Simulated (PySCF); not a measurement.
# C6H13ClOSi: what the fields show

The calculation's input:

```
{"job": {"kind": "nmr", "xc": "PBE0", "basis": "pcSseg-1"}, "charge": 0, "multiplicity": 1}
C     -2.591218     0.409439    -0.190481
C     -1.096636     0.123028    -0.343358
C     -0.758581    -1.182795     0.380838
C      0.666465    -1.709711     0.177750
O      1.623944    -1.086406     1.009429
C      2.471397    -0.151838     0.366628
Si     1.533383     1.360307    -0.358493
Cl     1.617559     1.270645    -2.385408
C     -0.284724     1.309773     0.195206
H     -2.865955     1.314100    -0.728803
H     -2.845367     0.542346     0.859440
H     -3.182716    -0.413985    -0.585319
H     -0.882753    -0.003284    -1.411051
H     -1.445792    -1.956356     0.030501
H     -0.918584    -1.054723     1.453627
H      0.682711    -2.770965     0.455365
H      0.957326    -1.628201    -0.876510
H      3.069192    -0.664053    -0.401929
H      3.163261     0.168539     1.147370
H      2.183560     2.606349     0.051338
H     -0.768608     2.233131    -0.132056
H     -0.338274     1.304047     1.285070
```

Command:

```sh
OMP_NUM_THREADS=1 python probes_run.py task.json out
```

Geometry: GFN2-xTB.

Method: PySCF 2.14.0, PBE0/pcSseg-1, SCF density, gas phase, non-relativistic.

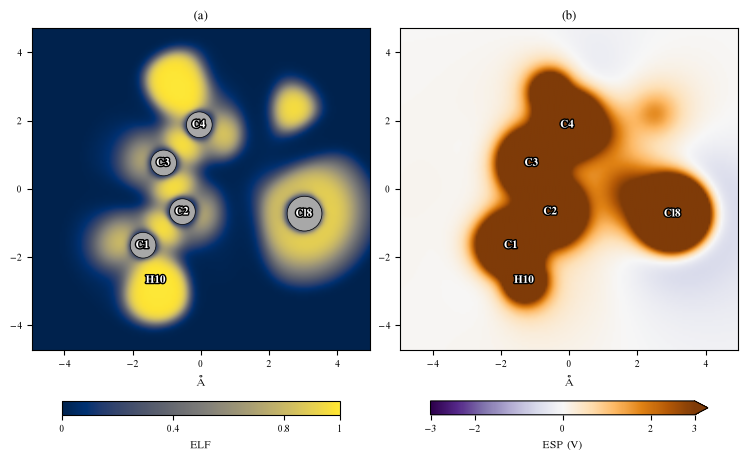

Figure 1. (a) electron localisation function; (b) electrostatic potential on the plane of atoms C2, C3 and C4. Grey discs cover the atomic cores in the ELF map.

Interpret the plot.

Atoms in the plane: C, Cl and H.
C–C (1.53 Å): the ELF peaks at about 0.95 between the atoms: localised, covalent bonding.
C–H (1.09 Å): the ELF climbs to about 1 towards the hydrogen, as it does in any bond to H (a covalent bond by its length).
The ELF also peaks beside Cl8, away from the bonds: lone-pair regions.
Outside the dense part of the molecule the potential is most negative (−0.6 V) near Cl8.

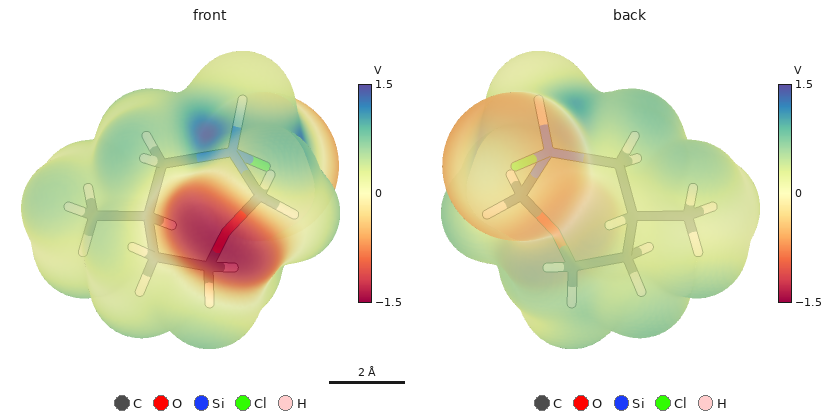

Figure 2. The electrostatic potential painted on the density surface at 0.002 e/bohr³, seen from the front and from behind; the colour scale runs from red (negative) to blue (positive).

Describe the electrostatic potential map.

The most negative region (about −1.5 V, or −35 kcal/mol for a unit charge) lies over O5, the most positive (about +1.2 V, or +28 kcal/mol for a unit charge) over Si7. O5 is the likeliest acceptor of a hydrogen bond.

What dipole moment does the calculation give?

Its dipole moment is 1.00 D.
